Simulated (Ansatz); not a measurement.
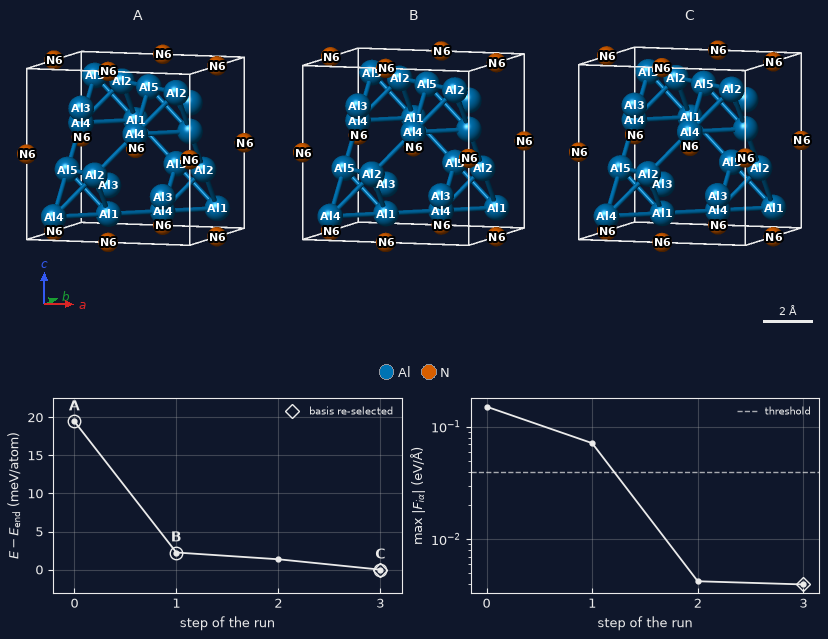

Frames of a relaxation of a crystal of Al₅N (a generated structure, set up in F-43m) (coarse preliminary run), marked on the history of the run. A ball-and-stick model of the conventional cell (4 times the calculation's cell), seen slightly off an axis. Lengths and directions refer to the drawn axes.

Method: DFT PBE, scalar-relativistic, plane waves, PAW in Ansatz.

Input
```yaml
crystal:
  lattice:
    - [0.0, 3.56670202, 3.56670202]
    - [3.56670202, 0.0, 3.56670202]
    - [3.56670202, 3.56670202, 0.0]
  atoms:
    - { symbol: Al, position: [0.37197143, 0.87600952, 0.87600952] }
    - { symbol: Al, position: [0.87600952, 0.87600952, 0.87600952] }
    - { symbol: Al, position: [0.25, 0.25, 0.25] }
    - { symbol: Al, position: [0.87600952, 0.87600952, 0.37197143] }
    - { symbol: Al, position: [0.87600952, 0.37197143, 0.87600952] }
    - { symbol: "N", position: [0.5, 0.5, 0.5] }
basis:
  ecutwfc: 420
kpoints:
  mp_grid: { grid: [4, 4, 4] }
hamiltonian:
  xc: pbe
scf:
  occupations: { method: gaussian, width: 0.1 }
  lower_state_search: "off"
output:
  forces: true
  stress: true
  eigenvalues: true
relax:
  adjacent_minimum: "off"
  f_tol: 0.04
  max_steps: 70
  cell: { stress_tol: 0.4 }
```

Command:
```bash
ansatz run input.yaml --threads 1 --pin off --max-ram 2560MiB --backend cpu --events-out ev --progress --plain --runs-dir out
```

Describe the path.

Over 2 accepted moves (3 points after the start) the energy falls by 19.5 meV per atom. Largest force component: 0.15 eV/Å at the start, 0.004 eV/Å at the end. Pressure: 5.82 GPa at the start and 0.27 GPa at the end. At 1 point the geometry stayed and the basis and grid were re-selected for the new cell (energy shift of 1.4 meV per atom at most each time). The largest moves relative to the cell, 0.007 Å, are those of Al1, Al2, Al4 and Al5. Al2 goes along [−1 1 −1]. N stays in place. Cell: a = b = c 7.133 → 7.295 Å (+2.3 %). Volume +7.0 %. Some distances before and after: Al1–Al2 2.502 → 2.570 Å, Al1–Al2 (another image) 2.542 → 2.588 Å. The space group stays F-43m (No. 216). The run took 7.3 s on 1 thread of Intel(R) Xeon(R) Processor @ 2.70GHz, with other jobs on the host, peak memory 0.34 GiB. From step 0 to 1: volume +5.5 %, energy −17.2 meV per atom. From step 1 to 3: volume +1.4 %, energy −2.2 meV per atom.

```json
{"step": "0", "E − E(0), meV/atom": "0.00", "largest force component, eV/Å": "0.1509", "pressure, GPa": "5.82", "volume, Å³/atom": "15.124", "note": ""}
{"step": "1", "E − E(0), meV/atom": "-17.21", "largest force component, eV/Å": "0.0715", "pressure, GPa": "1.18", "volume, Å³/atom": "15.953", "note": ""}
{"step": "2", "E − E(0), meV/atom": "-18.10", "largest force component, eV/Å": "0.0042", "pressure, GPa": "0.14", "volume, Å³/atom": "16.177", "note": ""}
{"step": "3", "E − E(0), meV/atom": "-19.46", "largest force component, eV/Å": "0.0040", "pressure, GPa": "0.27", "volume, Å³/atom": "16.177", "note": "same geometry, new basis"}
```
